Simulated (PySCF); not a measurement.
```xyz
13

C     3.4078    0.7089    0.1840
C     2.2277    0.4861    0.1776
C     0.8403    0.2550    0.2079
C     0.1921   -0.5476   -0.6384
C    -1.2838   -0.7483   -0.5501
Si   -1.9484    0.2967    0.8987
S    -0.0530    1.1236    1.4877
H     4.4405    0.8913    0.1733
H     0.7411   -1.0689   -1.4098
H    -1.7475   -0.4670   -1.4989
H    -1.4990   -1.8111   -0.4140
H    -2.8356    1.3787    0.4881
H    -2.4866   -0.4970    1.9974
```

Geometry: GFN2-xTB.

Computed with PBE0/pcSseg-1, SCF density, gas phase, non-relativistic in PySCF 2.14.0.

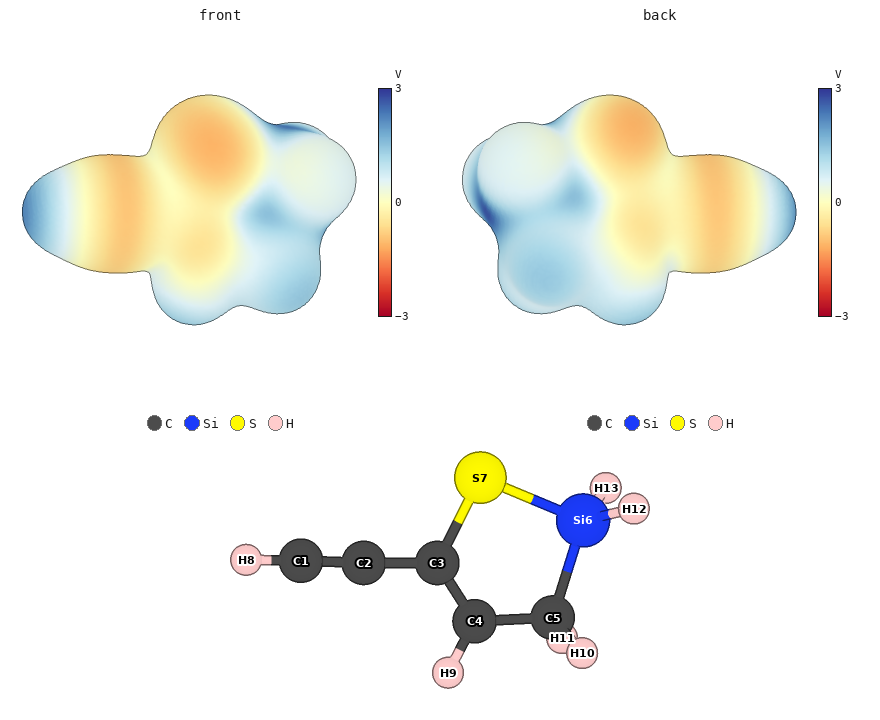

C₅H₆SSi (SMILES C#CC1=CC[SiH2]S1). The electrostatic potential painted on the density surface at 0.004 e/bohr³, seen from the front and from behind; red is negative and blue positive. The bare structure is drawn below in the same view.

**Which sites attract a positive test charge, and which a negative one?**

A positive charge is drawn to the negative regions and a negative charge to the positive ones. The most negative region (about −1.1 V) lies over S7, the most positive (about +2.5 V) over Si6.
